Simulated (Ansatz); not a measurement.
Run report: GeH$_{4}$ClO, geometry relaxation (part 1 of 2)

The run: geometry relaxation of GeH$_{4}$ClO, multiplicity 2. Method and program: UKS revPBE-D4/def2-SVP (Ansatz 0.2.0).

It belongs to a series of runs on one base structure; here: end point B relaxed. Figures and captions count atoms from 1; the log counts them from 0 in places.

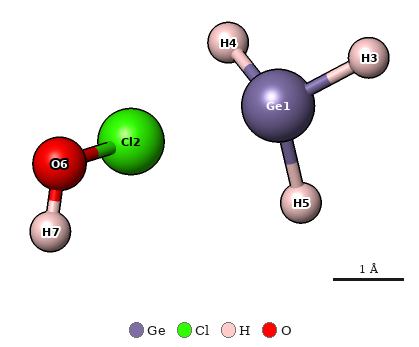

Fig. 1: The structure as given in the input (ball-and-stick view, seen at a tilt; atoms are numbered from 1 in the order of the input). Sticks mark near contacts.

Input:
```yaml
crystal:
  periodic: [false, false, false]
  atoms:
    - { symbol: Ge, position_ang: [0.011059, 0.015993, -0.330786] }
    - { symbol: Cl, position_ang: [0.015072, 0.026118, 3.083947] }
    - { symbol: H, position_ang: [1.483042, 0.007681, -0.837806] }
    - { symbol: H, position_ang: [-0.733362, 1.287089, -0.835121] }
    - { symbol: H, position_ang: [-0.733231, -1.271478, -0.793215] }
    - { symbol: O, position_ang: [-0.017666, -0.029364, 4.746546] }
    - { symbol: H, position_ang: [-0.537713, -0.83714, 4.944935] }
magnetization:
  spin_polarized: true
  initial_magnetization: 1
basis:
  gaussian: { orbitals: def2-SVP }
hamiltonian:
  xc: revpbe
  dispersion: d4
relax:
  f_tol: 0.03
  max_steps: 50
output:
  orbitals: {}
```

Machine: 2 threads of Arm Neoverse V1, 24 GiB of memory available, shared host.

Run as:
```bash
ansatz run input.yaml --threads 2 --pin off --max-ram 3072MiB --backend cpu --events-out ev --progress --plain --runs-dir out
```

Output:
```
The last accepted step is kept in [file] (removed where the run ends without a failure and the disk answers)
Engine: ansatz 0.2.0, aarch64-unknown-linux-gnu
Functional definition: revPBE
  parameter kappa = 1.245
  parameter beta = 0.06672455060314922
  exchange = pbe_x(kappa = kappa, mu = beta*pi^2/3)
  correlation = pbe_c(beta = beta)
921 factors; their error is unknown
mean field evaluation 1: about -71125.7944 eV, gradient 3.3e1 eV
mean field evaluation 2: about -71087.3696 eV, gradient 8.7e1 eV
mean field evaluation 4: about -71129.5564 eV, gradient 5.1e0 eV
mean field evaluation 8: about -71129.6800 eV, gradient 2.2e-1 eV
mean field evaluation 16: about -71129.6277 eV, gradient 1.1e-4 eV
mean field -71129.62765045 eV, -2613.9656027606 hartree, gradient 8.5e-6 eV, S^2 0.751877; 1 other end points of the search recorded, 0 dependent functions left out
the calculation of the forces begins
reference -71129.62769271 eV, -2613.9656043136 hartree; 31, 30 occupied and 53, 54 virtual orbitals, 921 factors
relax step   1: F+E_penalty+E_count = -71129.89170897 eV  Δ(F+E_penalty+E_count) = +0.000e0 eV  max|allowed force component| = 2.391e0 eV/Å  Δτ_max = 0.0000 Å  (44 SCF iters, accepted)
these checks for a lower state are left out or cut short: starts, cluster_reference, orbital_swaps, neighbouring_geometries, increment
921 factors; their error is unknown
mean field -71129.73365489 eV, -2613.9694983519 hartree, gradient 1.0e-5 eV, S^2 0.752349; 0 other end points of the search recorded, 0 dependent functions left out
[... from here on the field's lines of each further geometry are left out, up to the last ...]
relax step   2: F+E_penalty+E_count = -71130.01281897 eV  Δ(F+E_penalty+E_count) = -1.211e-1 eV  max|allowed force component| = 1.957e0 eV/Å  Δτ_max = 0.1941 Å  (31 SCF iters, accepted)
relax step   3: F+E_penalty+E_count = -71130.14078915 eV  Δ(F+E_penalty+E_count) = -1.280e-1 eV  max|allowed force component| = 2.197e0 eV/Å  Δτ_max = 0.1946 Å  (31 SCF iters, accepted)
relax step   4: F+E_penalty+E_count = -71130.28563397 eV  Δ(F+E_penalty+E_count) = -1.448e-1 eV  max|allowed force component| = 2.394e0 eV/Å  Δτ_max = 0.1958 Å  (33 SCF iters, accepted)
relax step   5: F+E_penalty+E_count = -71130.44545152 eV  Δ(F+E_penalty+E_count) = -1.598e-1 eV  max|allowed force component| = 2.677e0 eV/Å  Δτ_max = 0.1005 Å  (34 SCF iters, accepted)
relax step   6: F+E_penalty+E_count = -71130.64236356 eV  Δ(F+E_penalty+E_count) = -1.969e-1 eV  max|allowed force component| = 2.715e0 eV/Å  Δτ_max = 0.1257 Å  (33 SCF iters, accepted)
relax step   7: F+E_penalty+E_count = -71130.84052520 eV  Δ(F+E_penalty+E_count) = -1.982e-1 eV  max|allowed force component| = 2.435e0 eV/Å  Δτ_max = 0.0957 Å  (35 SCF iters, accepted)
relax step   8: F+E_penalty+E_count = -71131.27322236 eV  Δ(F+E_penalty+E_count) = -4.327e-1 eV  max|allowed force component| = 1.502e0 eV/Å  Δτ_max = 0.1942 Å  (40 SCF iters, accepted)
relax step   9: F+E_penalty+E_count = -71131.43579838 eV  Δ(F+E_penalty+E_count) = -1.626e-1 eV  max|allowed force component| = 1.411e0 eV/Å  Δτ_max = 0.1999 Å  (42 SCF iters, accepted)
relax step  10: F+E_penalty+E_count = -71131.47178804 eV  Δ(F+E_penalty+E_count) = -3.599e-2 eV  max|allowed force component| = 5.975e-1 eV/Å  Δτ_max = 0.0968 Å  (44 SCF iters, accepted)
relax step  11: F+E_penalty+E_count = -71131.49392495 eV  Δ(F+E_penalty+E_count) = -2.214e-2 eV  max|allowed force component| = 1.218e-1 eV/Å  Δτ_max = 0.2000 Å  (45 SCF iters, accepted)
relax step  12: F+E_penalty+E_count = -71131.50088668 eV  Δ(F+E_penalty+E_count) = -6.962e-3 eV  max|allowed force component| = 2.450e-1 eV/Å  Δτ_max = 0.0902 Å  (58 SCF iters, accepted)
relax step  13: F+E_penalty+E_count = -71131.48181202 eV  Δ(F+E_penalty+E_count) = +1.907e-2 eV  max|allowed force component| = 1.368e0 eV/Å  Δτ_max = 0.1957 Å  (47 SCF iters, rejected (line search))
relax step  14: F+E_penalty+E_count = -71131.51019375 eV  Δ(F+E_penalty+E_count) = -9.307e-3 eV  max|allowed force component| = 2.764e-1 eV/Å  Δτ_max = 0.0959 Å  (43 SCF iters, accepted)
relax step  15: F+E_penalty+E_count = -71131.52066491 eV  Δ(F+E_penalty+E_count) = -1.047e-2 eV  max|allowed force component| = 2.065e-1 eV/Å  Δτ_max = 0.0975 Å  (39 SCF iters, accepted)
relax step  16: F+E_penalty+E_count = -71131.53854895 eV  Δ(F+E_penalty+E_count) = -1.788e-2 eV  max|allowed force component| = 3.353e-1 eV/Å  Δτ_max = 0.1469 Å  (41 SCF iters, accepted)
relax step  17: F+E_penalty+E_count = -71131.56370669 eV  Δ(F+E_penalty+E_count) = -2.516e-2 eV  max|allowed force component| = 7.306e-1 eV/Å  Δτ_max = 0.1978 Å  (41 SCF iters, accepted)
relax step  18: F+E_penalty+E_count = -71131.60021601 eV  Δ(F+E_penalty+E_count) = -3.651e-2 eV  max|allowed force component| = 7.067e-1 eV/Å  Δτ_max = 0.1971 Å  (42 SCF iters, accepted)
relax step  19: F+E_penalty+E_count = -71131.63994474 eV  Δ(F+E_penalty+E_count) = -3.973e-2 eV  max|allowed force component| = 4.927e-1 eV/Å  Δτ_max = 0.1293 Å  (41 SCF iters, accepted)
relax step  20: F+E_penalty+E_count = -71131.68531364 eV  Δ(F+E_penalty+E_count) = -4.537e-2 eV  max|allowed force component| = 3.164e-1 eV/Å  Δτ_max = 0.1945 Å  (37 SCF iters, accepted)
relax step  21: F+E_penalty+E_count = -71131.73363366 eV  Δ(F+E_penalty+E_count) = -4.832e-2 eV  max|allowed force component| = 1.399e-1 eV/Å  Δτ_max = 0.1987 Å  (36 SCF iters, accepted)
relax step  22: F+E_penalty+E_count = -71131.76918020 eV  Δ(F+E_penalty+E_count) = -3.555e-2 eV  max|allowed force component| = 1.639e-1 eV/Å  Δτ_max = 0.1940 Å  (36 SCF iters, accepted)
relax step  23: F+E_penalty+E_count = -71131.75746314 eV  Δ(F+E_penalty+E_count) = +1.172e-2 eV  max|allowed force component| = 1.117e0 eV/Å  Δτ_max = 0.1938 Å  (34 SCF iters, rejected (line search))
relax step  24: F+E_penalty+E_count = -71131.78114978 eV  Δ(F+E_penalty+E_count) = -1.197e-2 eV  max|allowed force component| = 1.486e-1 eV/Å  Δτ_max = 0.0969 Å  (35 SCF iters, accepted)
relax step  25: F+E_penalty+E_count = -71131.78403521 eV  Δ(F+E_penalty+E_count) = -2.885e-3 eV  max|allowed force component| = 7.572e-2 eV/Å  Δτ_max = 0.0668 Å  (35 SCF iters, accepted)
relax step  26: F+E_penalty+E_count = -71131.78493599 eV  Δ(F+E_penalty+E_count) = -9.008e-4 eV  max|allowed force component| = 3.751e-2 eV/Å  Δτ_max = 0.0217 Å  (30 SCF iters, accepted)
the calculation of the forces begins
reference -71131.42011684 eV, -2614.0314746857 hartree; 31, 30 occupied and 53, 54 virtual orbitals, 921 factors
relax step  27: F+E_penalty+E_count = -71131.78509389 eV  Δ(F+E_penalty+E_count) = -1.579e-4 eV  max|allowed force component| = 4.063e-3 eV/Å  Δτ_max = 0.0058 Å  (29 SCF iters, accepted)
921 factors; their error is unknown
mean field evaluation 288: about -71131.4201 eV, gradient 1.1e-3 eV
```

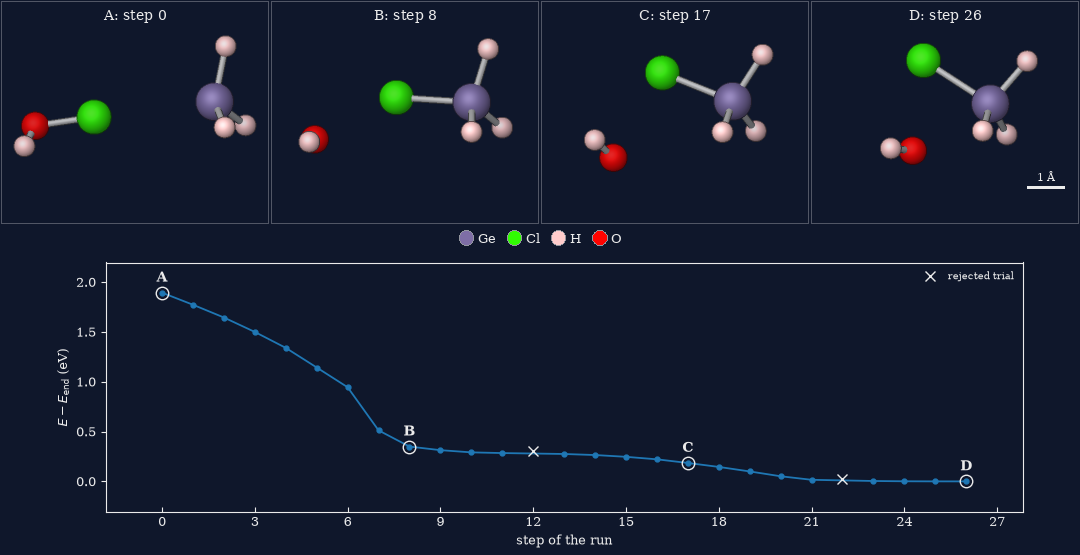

Fig. 2: Frames of the relaxation (ball-and-stick view, seen at a tilt) above the curves, on which the letters mark them (the first geometry is step 0 here and step 1 in the log).

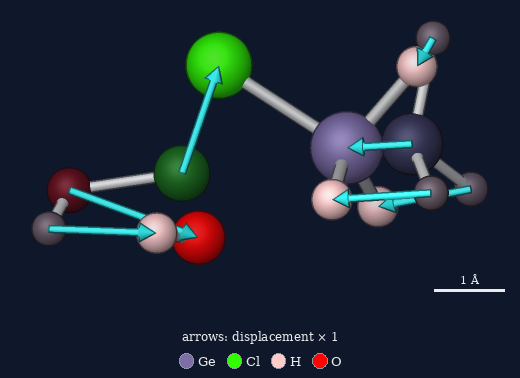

Fig. 3: Start (faint) and end (solid) with the displacements as teal arrows, at true length (ball-and-stick view, seen at a tilt). The two geometries are laid on each other by the best rigid fit. The energy falls by 1.893 eV in 26 geometry steps. The largest force component goes from 2.4 to 0.0041 eV/Å. The line search rejected the trial steps at points 12, 22 (counted from 0) and went back. The largest move after the best rigid fit is that of O6, 2.00 Å. By element the largest moves are O 2.00 Å, Cl 1.65 Å, H 1.58 Å, Ge 0.95 Å. Among the contacts that change: Ge1–Cl2 3.415 → 2.247 Å, Cl2–O6 1.664 → 2.500 Å, Ge1–H4 1.557 → 1.541 Å, Ge1–H5 1.557 → 1.545 Å. New bonds form: Ge1–Cl2 (3.41 → 2.25 Å). Bonds break: Cl2–O6 (1.66 → 2.50 Å). Among the angles that change: H4–Ge1–H5 110.5° → 116.9°. (Atoms are counted from 1 in the order of the input.)

```
mean field -71131.42007735 eV, -2614.0314732344 hartree, gradient 1.5e-5 eV, S^2 0.752318; 4 other end points of the search recorded, 0 dependent functions left out
the calculation of the forces begins
reference -71131.42011684 eV, -2614.0314746857 hartree; 31, 30 occupied and 53, 54 virtual orbitals, 921 factors
Total energy: -71131.78513338 eV, -2614.0448887962 hartree
Atom 0 at     0.012079    -0.049873     0.609453 Å, force     0.001947     0.000122    -0.003907 eV/Å
Atom 1 at     1.527483     0.271307     2.236504 Å, force    -0.001649    -0.000904    -0.001604 eV/Å
Atom 2 at     0.952822    -0.002535    -0.637095 Å, force    -0.001443    -0.000515     0.003217 eV/Å
Atom 3 at    -0.981511     1.126801     0.556668 Å, force    -0.000670     0.000035     0.001135 eV/Å
Atom 4 at    -0.589310    -1.468763     0.724890 Å, force     0.001851     0.000891     0.000639 eV/Å
Atom 5 at    -0.836222     0.088253     3.028346 Å, force     0.002587    -0.003690     0.002612 eV/Å
Atom 6 at    -0.598139    -0.766292     3.459734 Å, force    -0.002623     0.004063    -0.002093 eV/Å
Dipole moment:    -0.098985    -0.293044    -0.162476 e Å
```

Trajectory as extended XYZ (Å, eV, eV/Å), 27 frames, from step=1 to step=27:
```
7
Properties=species:S:1:pos:R:3:forces:R:3 step=1 energy=-71129.89171
Ge    0.0111    0.0160   -0.3308    0.0000   0.0051   0.0142
Cl    0.0151    0.0261    3.0839    0.0475   0.0793  -2.3910
H     1.4830    0.0077   -0.8378    0.0153  -0.0040   0.0468
H    -0.7334    1.2871   -0.8351   -0.0098   0.0107   0.0471
H    -0.7332   -1.2715   -0.7932   -0.0059  -0.0117   0.0486
O    -0.0177   -0.0294    4.7465   -0.0594  -0.0984   2.2367
H    -0.5377   -0.8371    4.9449    0.0123   0.0190  -0.0024
7
Properties=species:S:1:pos:R:3:forces:R:3 step=2 energy=-71130.01282
Ge    0.0097    0.0145   -0.2193   -0.0098  -0.0143   0.0224
Cl   -0.0024   -0.0030    2.8928   -0.0016  -0.0016  -1.9575
H     1.4849    0.0040   -0.7186   -0.0115   0.0012   0.0635
H    -0.7378    1.2875   -0.7161    0.0070  -0.0099   0.0625
H    -0.7359   -1.2762   -0.6723    0.0059   0.0104   0.0564
O    -0.0078   -0.0129    4.5904    0.0168   0.0247   1.8375
H    -0.5235   -0.8151    4.8216   -0.0067  -0.0105  -0.0849
7
Properties=species:S:1:pos:R:3:forces:R:3 step=3 energy=-71130.14079
Ge    0.0027    0.0039   -0.0960   -0.0173  -0.0259   0.0756
Cl    0.0106    0.0157    2.6995    0.0354   0.0523  -2.1970
H     1.4822   -0.0040   -0.5796   -0.0128  -0.0023   0.0547
H    -0.7443    1.2817   -0.5780    0.0043  -0.0123   0.0531
H    -0.7436   -1.2882   -0.5397    0.0070   0.0124   0.0421
O    -0.0019   -0.0027    4.4264    0.0036   0.0074   2.0427
H    -0.5185   -0.8076    4.6459   -0.0202  -0.0316  -0.0712
7
Properties=species:S:1:pos:R:3:forces:R:3 step=4 energy=-71130.28563
Ge   -0.0114   -0.0174   -0.0357    0.0506   0.0848   0.3996
Cl    0.1067    0.1611    2.6103    0.1000   0.1352  -2.3936
H     1.4760   -0.0257   -0.4904   -0.0402  -0.0128  -0.0213
H    -0.7622    1.2669   -0.4900    0.0084  -0.0419  -0.0186
H    -0.7603   -1.3137   -0.4579    0.0182   0.0321   0.0606
O    -0.0165   -0.0217    4.3698   -0.2854  -0.4287   2.0468
H    -0.5452   -0.8505    4.4724    0.1484   0.2313  -0.0735
7
Properties=species:S:1:pos:R:3:forces:R:3 step=5 energy=-71130.44545
Ge   -0.0014    0.0007    0.0127   -0.0346  -0.0111   0.4497
Cl    0.1020    0.1236    2.5171    0.2636   0.2185  -2.6772
H     1.4741   -0.0244   -0.4741   -0.0251   0.0012   0.0147
H    -0.7596    1.2684   -0.4698    0.0148  -0.0232   0.0124
H    -0.7573   -1.3027   -0.3665    0.0162   0.0264   0.0286
O    -0.0361   -0.0128    4.3221   -0.2635  -0.2509   2.1953
H    -0.5345   -0.8539    4.4370    0.0286   0.0391  -0.0235
7
Properties=species:S:1:pos:R:3:forces:R:3 step=6 energy=-71130.64236
Ge   -0.0091   -0.0049    0.0496    0.0390   0.1283   0.5893
Cl    0.1923    0.1903    2.4606    0.3905   0.1140  -2.7147
H     1.4632   -0.0408   -0.4415   -0.0260  -0.0114  -0.0376
H    -0.7640    1.2616   -0.4355    0.0035  -0.0325  -0.0228
H    -0.7727   -1.3076   -0.3091    0.0128   0.0201   0.0687
O    -0.1027   -0.0014    4.3028   -0.5636  -0.4617   2.1299
H    -0.5197   -0.8983    4.3516    0.1438   0.2433  -0.0127
7
Properties=species:S:1:pos:R:3:forces:R:3 step=7 energy=-71130.84053
Ge   -0.0002    0.0151    0.0653   -0.0061  -0.0047   0.5152
Cl    0.2105    0.1782    2.4043    0.5363   0.1622  -2.4351
H     1.4593   -0.0542   -0.4596   -0.0249   0.0048  -0.0085
H    -0.7493    1.2718   -0.4499    0.0032  -0.0140   0.0174
H    -0.7806   -1.2905   -0.2397    0.0069   0.0284   0.0098
O    -0.1957    0.0210    4.2985   -0.6989  -0.7883   1.9440
H    -0.4568   -0.9424    4.3596    0.1835   0.6117  -0.0427
```
